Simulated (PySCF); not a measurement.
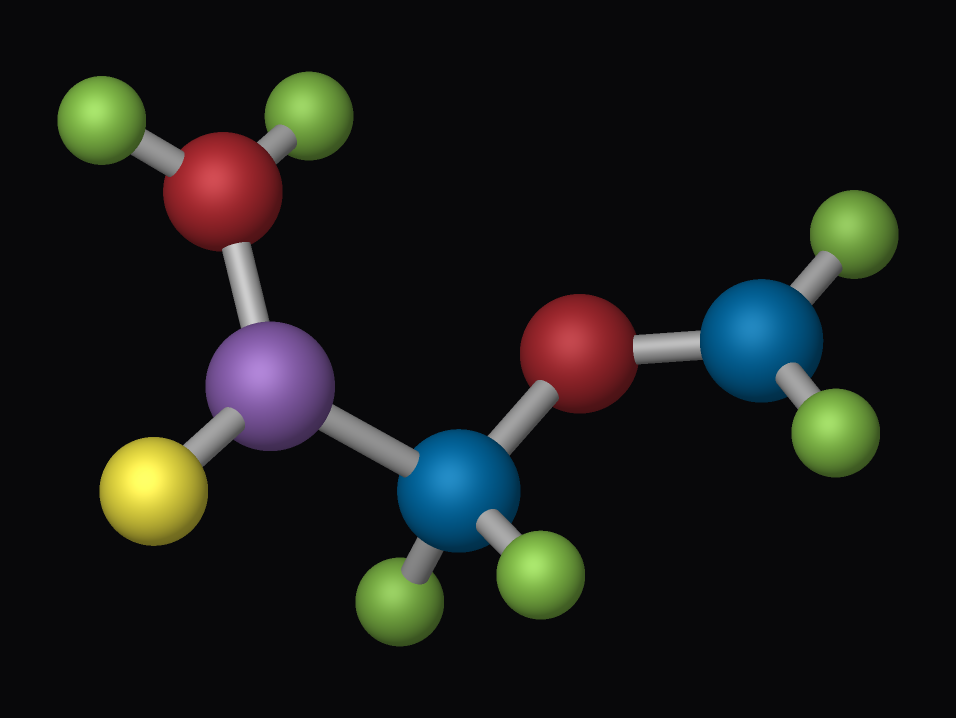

Rendered structure (ball-and-stick style). Colours: carbon blue, nitrogen red, boron purple, fluorine yellow, hydrogen green.

Computed geometry: PBE0-D3(BJ)/def2-SVP optimisation. No frequency run is at hand to confirm it as a minimum.

Question: Give the formula.

Answer: C2H6BFN2, 12 atoms: 2 carbon, 6 hydrogen, 1 boron, 1 fluorine and 2 nitrogen.

Question: Give a SMILES string for it.

Answer: C=NCB(N)F

The parts below concern this one geometry. Atoms keep their numbers from picture to picture.

## Symmetry

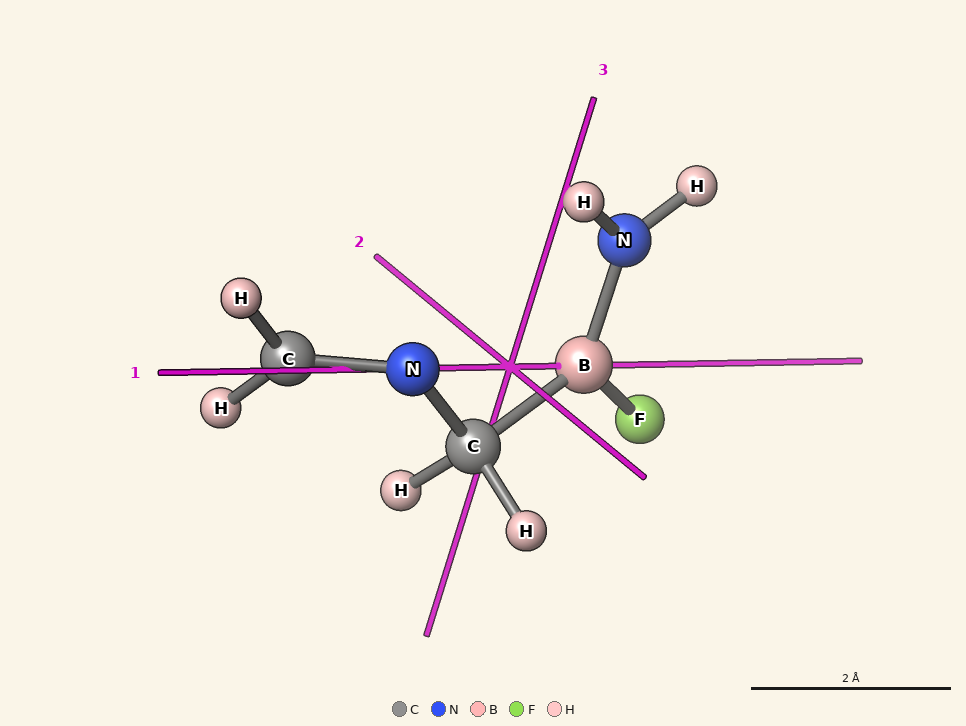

The three principal axes of inertia are drawn and numbered. Distant atoms are faded towards the background colour. No frequency run is at hand to confirm it as a minimum. Masses are those of the most abundant isotopes; constants are for the rigid equilibrium geometry.

Question: Which line is the a axis (least moment of inertia), which b and which c?

Answer: a is line 1, b is line 3, c is line 2; the moments are 65.5, 248, 296 u Å².

Question: Classify the rotor and give the rotational constants (MHz).

Answer: An asymmetric top (C1): A = 7716, B = 2042, C = 1705 MHz. Ray's parameter κ is −0.89, close to the prolate limit.

## Levels of theory compared

No frequency run is at hand to confirm it as a minimum. Program: PySCF 2.14.0.

Tabulate dipole (D), HOMO–LUMO gap (eV) at these levels: BLYP/pcSseg-2; BP86/pcSseg-2; CAM-B3LYP/pcSseg-2; LC-wPBE/pcSseg-2; OPBE/pcSseg-2; PBE0/6-31G; mPW1PW91/pcSseg-2; ωB97X-D/pcSseg-2.

```json
{"level": "BLYP/pcSseg-2", "dipole (D)": "1.42", "HOMO–LUMO gap (eV)": "4.45"}
{"level": "BP86/pcSseg-2", "dipole (D)": "1.40", "HOMO–LUMO gap (eV)": "4.46"}
{"level": "CAM-B3LYP/pcSseg-2", "dipole (D)": "1.58", "HOMO–LUMO gap (eV)": "9.58"}
{"level": "LC-wPBE/pcSseg-2", "dipole (D)": "1.59", "HOMO–LUMO gap (eV)": "12.13"}
{"level": "OPBE/pcSseg-2", "dipole (D)": "1.39", "HOMO–LUMO gap (eV)": "4.49"}
{"level": "PBE0/6-31G", "dipole (D)": "1.57", "HOMO–LUMO gap (eV)": "7.04"}
{"level": "mPW1PW91/pcSseg-2", "dipole (D)": "1.53", "HOMO–LUMO gap (eV)": "7.02"}
{"level": "ωB97X-D/pcSseg-2", "dipole (D)": "1.53", "HOMO–LUMO gap (eV)": "10.76"}
```

## Quadrupole coupling

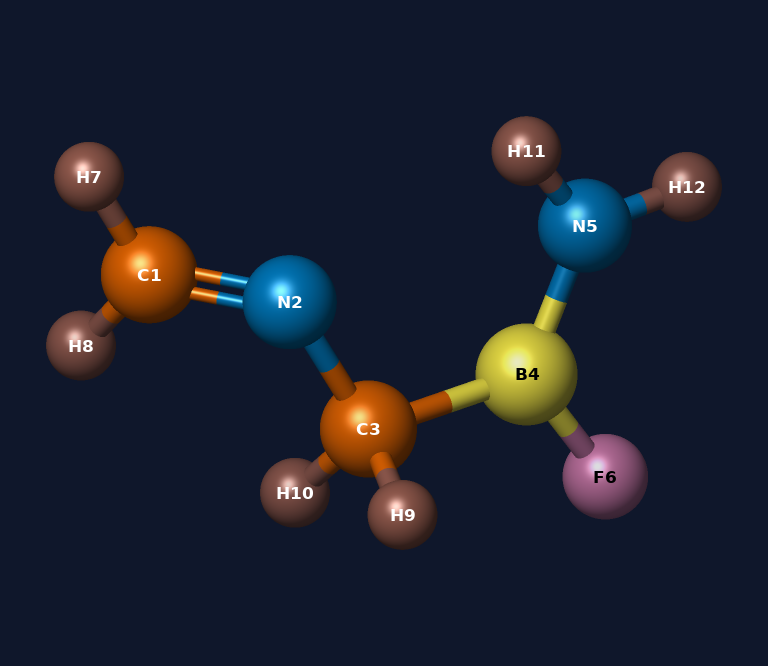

No frequency run is at hand to confirm it as a minimum. Electric field gradients from the ground-state density, PBE0/STO-3G (PySCF 2.14.0), non-relativistic apart from any core potentials.

Give the largest field-gradient component, the quadrupole coupling constant and the asymmetry for 14N at N2 (Q = 20.44 mb), 11B at B4 (Q = 40.59 mb), 14N at N5 (Q = 20.44 mb), 2H at H7 (Q = 2.86 mb), 2H at H8 (Q = 2.86 mb), 2H at H9 (Q = 2.86 mb), 2H at H10 (Q = 2.86 mb).

```csv
atom,V_zz (a.u.),e²qQ/h (MHz),η
N2,−1.097,−5.27,0.30
B4,−0.122,−1.17,0.12
N5,−1.318,−6.33,0.28
H7,0.293,0.197,0.02
H8,0.271,0.182,0.04
H9,0.276,0.185,0.03
H10,0.263,0.176,0.06
```

## NMR shielding

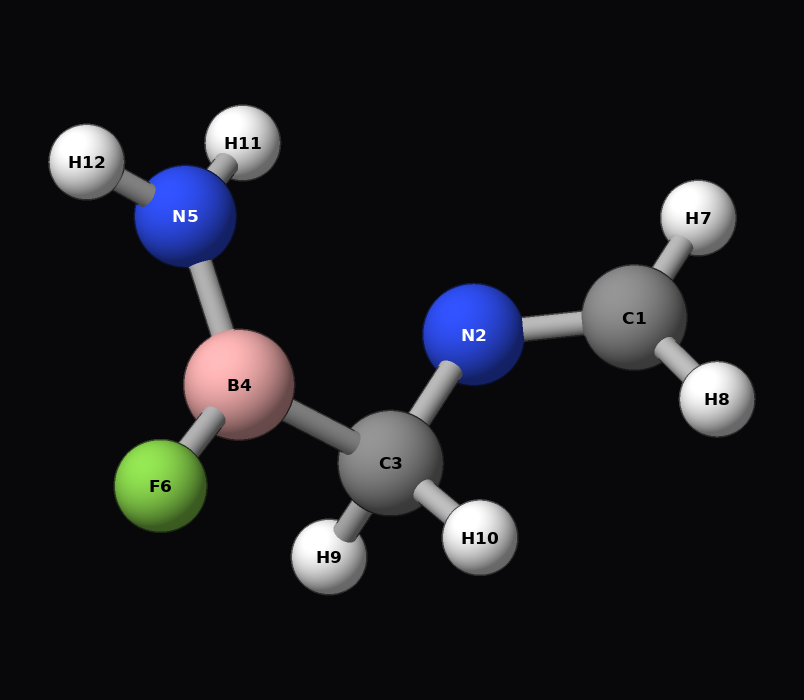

No frequency run is at hand to confirm it as a minimum. Level of theory: GIAO BHandHLYP/pcSseg-2 NMR shielding, non-relativistic, gas phase (PySCF 2.14.0). Principal shieldings σ11 ≤ σ22 ≤ σ33, span Ω = σ33 − σ11, skew κ = 3(σiso − σ22)/Ω.

Question: Which C atom has the most anisotropic shielding?

Answer: C1, with a span of 199 ppm.

Give the shielding tensors of the C atoms.

```json
{"atom": "C1", "σ11": "−89.0", "σ22": "50.2", "σ33": "110.4", "σiso": "23.9", "Ω": "199.3", "κ": "−0.40"}
{"atom": "C3", "σ11": "100.7", "σ22": "114.4", "σ33": "174.0", "σiso": "129.7", "Ω": "73.3", "κ": "0.63"}
```

Shieldings and span in ppm.

## Charges

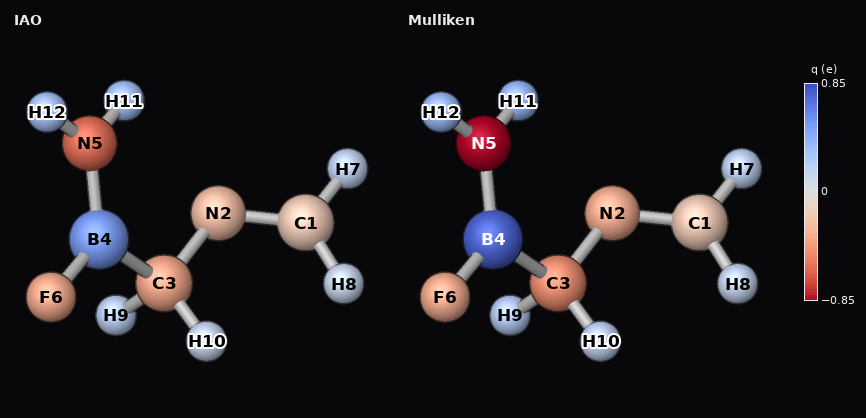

Atomic charges of one calculation by 2 schemes, on one colour scale. No frequency run is at hand to confirm it as a minimum. Method: PBE0/6-31G (PySCF 2.14.0).

Question: Which scheme gives the most polar picture (largest mean size of the charges)?

Answer: The Mulliken charges are the largest in size here.

Question: On which atom do the schemes disagree most?

Answer: On N5 (from −0.85 to −0.58 e).

List the charges (e), one line for each set of equivalent atoms.

| atom | IAO | Mulliken |
| --- | --- | --- |
| C1 | −0.16 | −0.16 |
| N2 | −0.23 | −0.32 |
| C3 | −0.35 | −0.45 |
| B4 | 0.50 | 0.74 |
| N5 | −0.58 | −0.85 |
| F6 | −0.33 | −0.33 |
| H7 | 0.16 | 0.17 |
| H8 | 0.11 | 0.14 |
| H9 | 0.18 | 0.21 |
| H10 | 0.13 | 0.16 |
| H11 | 0.29 | 0.36 |
| H12 | 0.28 | 0.34 |

Mulliken values depend strongly on the basis set and can even reverse the polarity of a bond.
